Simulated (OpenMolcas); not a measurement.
Single-point calculation, with input and output: AlH4 (charge −1)

AlH4, charge −1, computed with CASPT2/STO-3G (OpenMolcas 26.06).

A bond length was changed on purpose from its optimised value.

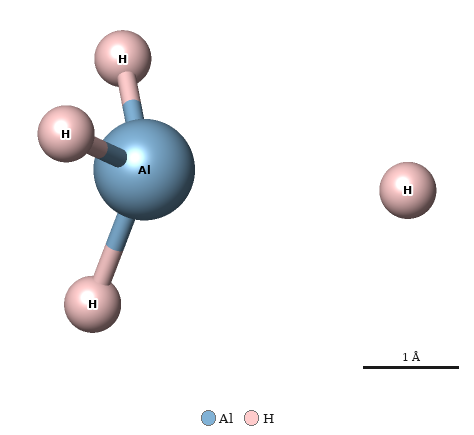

The structure (ball-and-stick view, seen at a tilt). Sticks mark near contacts. Bond lengths as drawn: Al–H 1.63 Å.

**Input**
```
>>> EXPORT MOLCAS_PRINT=2

&gateway
 baslib=$CurrDir
 coord
 5
 angstrom
 Al       0.152839       0.387938       1.146099
 H        1.596369      -0.116392       1.703589
 H       -1.030111      -0.216622       2.086309
 H       -0.203840      -0.517130      -1.530710
 H        0.096189       2.013728       1.183429
 basis=STO-3G
 group=NoSym

&seward

&rasscf
 fileorb=$CurrDir/step2.RasOrb
 spin=1
 nactel=2 0 0
 inactive=8
 ras2=2
 orblisting=Nothing

&caspt2
 imaginary=0.1
 frozen=5
```

Machine: 1 thread of Arm Neoverse V2, 24 GiB of memory available, shared host.

Command:
```bash
export MOLCAS_MEM=1860
pymolcas step3.input > step3.log
```

**The program's output**
```
--- Start Module: gateway ---

                                              &GATEWAY

                       available to each process: 1.9 GB of memory, 1 thread

 Basis Set     1 Label: AL.STO-3G
 Basis set is read from library:.
 basistype.tbl is not found

 Basis Set     2 Label: H.STO-3G
 Basis set is read from library:.
 basistype.tbl is not found

++    Symmetry information:
      ---------------------

                    Character Table for C1

                             E
                    a        1  x, y, xy, Rz, z, xz, Ry, yz, Rx, I
--

++    Basis set information:
      ----------------------

      Basis set label: AL.STO-3G.........

      Electronic valence basis set:
      ------------------
      Associated Effective Charge  13.000000 au
      Associated Actual Charge     13.000000 au
      Nuclear Model: Point charge

      Shell  nPrim  nBasis  Cartesian Spherical Contaminant
         s       9       3        X
         p       6       2        X

      Basis set label: H.STO-3G.........

      Electronic valence basis set:
      ------------------
      Associated Effective Charge   1.000000 au
      Associated Actual Charge      1.000000 au
      Nuclear Model: Point charge

      Shell  nPrim  nBasis  Cartesian Spherical Contaminant
         s       3       1        X
--

++    Molecular structure info:
      -------------------------

                    ************************************************
                    **** Cartesian Coordinates / bohr, angstrom ****
                    ************************************************

     Center  Label                x              y              z                     x              y              z
        1      AL1              0.288824       0.733097       2.165813              0.152839       0.387938       1.146099
        2      H2               3.016700      -0.219949       3.219317              1.596369      -0.116392       1.703589
        3      H3              -1.946628      -0.409356       3.942553             -1.030111      -0.216622       2.086309
        4      H4              -0.385202      -0.977234      -2.892623             -0.203840      -0.517130      -1.530710
        5      H5               0.181771       3.805394       2.236357              0.096189       2.013728       1.183429

                    ***************************************
                    *    InterNuclear Distances / bohr    *
                    ***************************************

               1 AL1           2 H2            3 H3            4 H4            5 H5
    1 AL1      0.000000
    2 H2       3.075626        0.000000
    3 H3       3.075589        5.019320        0.000000
    4 H4       5.382129        7.035781        7.034213        0.000000
    5 H5       3.074972        5.020600        5.020489        7.035725        0.000000

                    *******************************************
                    *    InterNuclear Distances / angstrom    *
                    *******************************************

               1 AL1           2 H2            3 H3            4 H4            5 H5
    1 AL1      0.000000
    2 H2       1.627551        0.000000
    3 H3       1.627531        2.656110        0.000000
    4 H4       2.848100        3.723175        3.722345        0.000000
    5 H5       1.627205        2.656787        2.656728        3.723145        0.000000
--

            Nuclear Potential Energy             16.12071544 au

--- Stop Module: gateway /rc=_RC_ALL_IS_WELL_ ---

--- Start Module: seward ---

                                              &SEWARD

                       available to each process: 1.9 GB of memory, 1 thread

               SEWARD will generate:
                  Multipole Moment integrals up to order  2
                  Kinetic Energy integrals
                  Nuclear Attraction integrals (point charge)
                  One-Electron Hamiltonian integrals
                  Velocity integrals
                  Orbital angular momentum around (  0.2794   0.7093   2.0957 )
                  Velocity quadrupole around (  0.2794   0.7093   2.0957 )
                  Two-Electron Repulsion integrals

                   Integrals are discarded if absolute value <: 1.00E-14
                   Integral cutoff threshold is set to       <: 1.00E-16

            Nuclear Potential Energy             16.12071544 au

      Basis set specifications :
      Symmetry species         a
      Basis functions           13

--- Stop Module: seward /rc=_RC_ALL_IS_WELL_ ---

--- Start Module: rasscf ---

                                              &RASSCF

                       available to each process: 1.9 GB of memory, 1 thread

      Header of the ONEINT file:
      --------------------------

      OrdInt status: non-squared

      Cartesian coordinates in angstrom:
      -----------------------------------------------------
      No.  Label        X            Y            Z
      -----------------------------------------------------
       1   AL1        0.15283900   0.38793800   1.14609900
       2   H2         1.59636900  -0.11639200   1.70358900
       3   H3        -1.03011100  -0.21662200   2.08630900
       4   H4        -0.20384000  -0.51713000  -1.53071000
       5   H5         0.09618900   2.01372800   1.18342900
      -----------------------------------------------------
      Nuclear repulsion energy =   16.12071544

++    Wave function specifications:
      -----------------------------

      Number of closed shell electrons          16
      Number of electrons in active shells       2
      Max number of holes in RAS1 space          0
      Max nr of electrons in RAS3 space          0
      Number of inactive orbitals                8
      Number of active orbitals                  2
      Number of secondary orbitals               3
      Spin quantum number                      0.0
      State symmetry                             1
--

++    Orbital specifications:
      -----------------------

      Symmetry species                           1
                                                 a
      Frozen orbitals                            0
      Inactive orbitals                          8
      Active orbitals                            2
      RAS1 orbitals                              0
      RAS2 orbitals                              2
      RAS3 orbitals                              0
      Secondary orbitals                         3
      Deleted orbitals                           0
      Number of basis functions                 13
--

++    CI expansion specifications:
      ----------------------------

      Number of CSFs                             3
      Number of spin combinations                3
      Number of determinants                     4
      Number of root(s) required                 1
      Root chosen for geometry opt.              1
      CI root used                               1

      highest root included in the CI            1
      max. size of the explicit Hamiltonian      3
--

++    Optimization specifications:
      ----------------------------

      RASSCF algorithm: Conventional
      Maximum number of macro iterations       200
      Maximum number of SX iterations          100
      Threshold for RASSCF energy            1.000E-08
      Threshold for max MO rotation          1.000E-01
      Threshold for max BLB element          1.000E-04
      Level shift parameter                  5.000E-01
      Make Quasi-Newton update
--

      The MO-coefficients are taken from the file:
      step2.RasOrb
      Title: RASSCF average (pseudo-natural) orbitals

      Total molecular charge   -1.00

      ************************************************************************************************************************
      *                                            Wave function control section                                             *
      ************************************************************************************************************************

                                         RASSCF iterations: Energy and convergence statistics
                                         ----------------------------------------------------

          iter iter root      energy       change     param      element    value   shift minimum  type update hh:mm:ss
 Nr of preliminary CI iterations:   1
        1   1    3    1  -240.98348460    0.00E+00   3.89E-06    8  12 1  2.56E-06   0.05   0.00    SX    NO    0:00:00
        2   1    2    1  -240.98348460   -1.88E-11  -1.83E-06    6   9 1 -3.66E-07   0.05   0.00    SX    NO    0:00:00
        3   1    2    1  -240.98348460   -1.59E-12   9.02E-07    8  12 1  2.24E-07   0.05   0.00    SX    NO    0:00:00
        4   1    2    1  -240.98348460    8.53E-14  -4.37E-07    6   9 1 -8.55E-08   0.05   0.00    SX    NO    0:00:00
      Convergence after  4 iterations
        5   1    2    1  -240.98348460    1.99E-13  -4.37E-07    6   9 1 -4.04E-08   0.05   0.00    SX    NO    0:00:00

      ************************************************************************************************************************
                                                      Wave function printout:
                       occupation of active orbitals, and spin coupling of open shells (u,d: Spin up or down)
      ************************************************************************************************************************

      Note: transformation to natural orbitals
      has been made, which may change the order of the CSFs.

      printout of CI-coefficients larger than  0.05 for root  1
      energy=    -240.983485
      conf/sym  11     Coeff  Weight
             1  20   0.95275 0.90773
             3  02  -0.30376 0.09227

      Natural orbitals and occupation numbers for root  1
      sym 1:   1.815460   0.184540

      ************************************************************************************************************************
      *                                                    Final results                                                     *
      ************************************************************************************************************************

++    Final optimization conditions:
      ------------------------------

      Average CI energy                            -240.98348460
      RASSCF energy for state  1                   -240.98348460
      Super-CI energy                                -0.00000000
      RASSCF energy change                            0.00000000
      Max change in MO coefficients               3.443E-07
      Max non-diagonal density matrix element    -4.372E-07
      Maximum BLB matrix element                 -4.037E-08
      (orbital pair   6,   9 in symmetry   1)
      Norm of electronic gradient            5.929E-08
--

      Final state energy(ies):
      ------------------------

::    RASSCF root number  1 Total energy:   -240.98348460
      Von Neumann Entropy (Root   1) =  0.44400

      Mulliken population analysis for root number:  1
      -----------------------------------------------

++    Molecular charges:
      ------------------

      Mulliken charges per centre
      ---------------------------

                AL1     H2      H3      H4      H5
      Total   12.4516  1.4063  1.4063  1.3296  1.4062

      N-E      0.5484 -0.4063 -0.4063 -0.3296 -0.4062

      Total electronic charge=   18.000000

      Total            charge=   -1.000000
--

      Expectation values of various properties for root number:  1
      -----------------------------------------------------------

++    Molecular properties:
      ---------------------

      Charge (e):
                      =   -1.0000
      Dipole Moment (debye):
      Origin of the operator (angstrom)=    0.1479    0.3753    1.1090
                   X=  1.8286E-01               Y=  4.6604E-01               Z=  1.3645E+00           Total=  1.4534E+00
      Center of Charge (angstrom)
                     X=    0.10980546               Y=    0.27829603               Z=    0.82491906
      Quadrupole Moment (debye*angstrom):
      Origin of the operator (angstrom)=    0.1479    0.3753    1.1090
                  XX= -1.9214E+01              XY= -2.8005E-01              XZ= -8.2954E-01              YY= -1.9816E+01
                  YZ= -2.0987E+00              ZZ= -2.5315E+01
      In traceless form (debye*angstrom)
                  XX=  3.3512E+00              XY= -4.2008E-01              XZ= -1.2443E+00              YY=  2.4486E+00
                  YZ= -3.1481E+00              ZZ= -5.7998E+00
--

      Average orbitals are written to the RASORB file
      Natural orbitals for root   1 are written to the RASORB.1 file
      Spin density orbitals for root   1 are written to the SPDORB.1 file

--- Stop Module: rasscf /rc=_RC_ALL_IS_WELL_ ---

--- Start Module: caspt2 ---

                                              &CASPT2

                       available to each process: 1.9 GB of memory, 1 thread

 ###############################################################################
 ###    WARNING: User changed nr of frozen orbitals.                         ###
 ###############################################################################

++    Wave function specifications:
      -----------------------------

      Number of closed shell electrons           6
      Number of electrons in active shells       2
      Max number of holes in RAS1 space          0
      Max number of electrons in RAS3 space      0
      Number of inactive orbitals                3
      Number of active orbitals                  2
      Number of secondary orbitals               3
      Spin quantum number                      0.0
      State symmetry                             1
      Number of CSFs                             3
      Number of CASSCF root(s) available         1
      CASPT2 state passed to geometry opt.       1
      A file JOBMIX will be created
      This is a CASSCF or RASSCF reference function
--

++    Orbital specifications:
      -----------------------

      Symmetry species                           1
                                                 a
      Frozen orbitals                            5
      Inactive orbitals                          3
      Active orbitals                            2
      Secondary orbitals                         3
      Deleted orbitals                           0
      Number of basis functions                 13
--

++    CASPT2 specifications:
      ----------------------

      Type of calculation                        SS-CASPT2
      Fock operator                              state-specific
      IPEA shift                                 0.25
      Real shift                                 0.00
      Imaginary shift                            0.10
      The input orbitals will be transformed to quasi-canonical
--

--------------------------------------------------------------------------------
 Estimated memory requirements:
  POLY3 :                   250070
  RHS:                      250308
  SIGMA :                   250288
  PRPCTL:                        0
 Available workspace:    232491546

++ CASPT2 computation for group   1

********************************************************************************
 Multi-State initialization phase begins for group   1
--------------------------------------------------------------------------------
********************************************************************************
 Compute H0 matrices for state    1
--------------------------------------------------------------------------------
--------------------------------------------------------------------------------
 H0 matrices have been computed.

********************************************************************************
  CASPT2 EQUATION SOLUTION
--------------------------------------------------------------------------------

  Total nr of CASPT2 parameters:
   Before reduction:         315
   After  reduction:         213

 Variance of |WF0>:       0.0619788628

 The contributions to the second order correlation energy in atomic units.
-----------------------------------------------------------------------------------------------------------------------------
  IT.      VJTU        VJTI        ATVX        AIVX        VJAI        BVAT        BJAT        BJAI        TOTAL       RNORM
-----------------------------------------------------------------------------------------------------------------------------
   1    -0.000000   -0.000729   -0.000000   -0.001633   -0.004375   -0.000009   -0.001160   -0.025636   -0.033541    0.000224
   2    -0.000000   -0.000731   -0.000000   -0.001634   -0.004378   -0.000009   -0.001161   -0.025643   -0.033556    0.000010
-----------------------------------------------------------------------------------------------------------------------------

  FINAL CASPT2 RESULT:

      Reference energy:        -240.9834845960
      E2 (Non-variational):      -0.0335553723
      Shift correction:          -0.0001053678
      E2 (Variational):          -0.0336607401
      Total energy:            -241.0171453361
      Residual norm:              0.0000004905
      Reference weight:           0.98176

      Contributions to the CASPT2 correlation energy
      Active & Virtual Only:         -0.0000094841
      One Inactive Excited:          -0.0027946080
      Two Inactive Excited:          -0.0307512802

++ Denominators, etc.
--------------------------------------------------------------------------------------------------------------
 Report on small energy denominators, large coefficients, and large energy contributions.
CASE  SYMM ACTIVE-MIX  NON-ACTIVE INDICES          DENOMINATOR     RHS VALUE       COEFFICIENT     CONTRIBUTION
VJAIP    1  Mu1.0001  Se1.013 In1.007 In1.006       1.59081947      0.04002418     -0.02513670     -0.00100608
VJAIP    1  Mu1.0001  Se1.012 In1.008 In1.006       1.59030739      0.03999835     -0.02512775     -0.00100507
BJAIP    1  Se1.011 In1.006 Se1.011 In1.006         2.12751301      0.06797849     -0.03226709     -0.00219347
BJAIP    1  Se1.011 In1.006 Se1.013 In1.007         2.02155742      0.08050068     -0.04021374     -0.00323723
BJAIP    1  Se1.011 In1.007 Se1.011 In1.007         1.80842079      0.05582716     -0.03108878     -0.00173560
BJAIP    1  Se1.013 In1.007 Se1.013 In1.007         1.91560184      0.07418129     -0.03861957     -0.00286485
BJAIP    1  Se1.011 In1.006 Se1.012 In1.008         2.02104535      0.08042255     -0.04018478     -0.00323176
BJAIP    1  Se1.011 In1.007 Se1.012 In1.008         1.86149924     -0.05704997      0.03073497     -0.00175343
BJAIP    1  Se1.012 In1.007 Se1.013 In1.008         1.91508977      0.05007281     -0.02607535     -0.00130567
BJAIP    1  Se1.011 In1.008 Se1.011 In1.008         1.80811935      0.05572031     -0.03103465     -0.00172926
BJAIP    1  Se1.012 In1.008 Se1.012 In1.008         1.91457769      0.07424656     -0.03867408     -0.00287142
--

   (Skipping property calculation,
    use PROP keyword to activate)
--

  Total CASPT2 energies:
::    CASPT2 Root  1     Total energy:   -241.01714534

  A NEW JOBIPH FILE NAMED 'JOBMIX' IS PREPARED.
********************************************************************************
--- Stop Module: caspt2 /rc=_RC_ALL_IS_WELL_ ---

.##################.
.# Happy landing! #.
.##################.

    Timing: Wall=1.19 User=0.93 System=0.25
```

**Results in brief**

```tsv
quantity	value
outcome	converged
total energy	−241.017145 hartree
CASSCF energy	−240.983485 hartree
basis functions	13
wall time	1.4 s
peak memory	0.37 GiB
```
